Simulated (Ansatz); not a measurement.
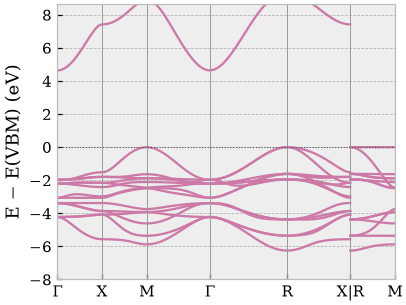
Fig. 1. Band structure from the program Ansatz at the r²SCAN level (PAW)

Problem. Read off the gap and where the band edges lie.

Solution. About 4.6 eV (4.64 eV by a search for the band edges); maximum at R, minimum at Γ.

The material is KZnF3 (cubic perovskite, space group No. 221).

Space group Pm-3m (cubic perovskite). The cell was relaxed with r²SCAN under the symmetry of its start; phonons on a q-mesh show no instability.

Potentials: the later of the program's two PAW sets.
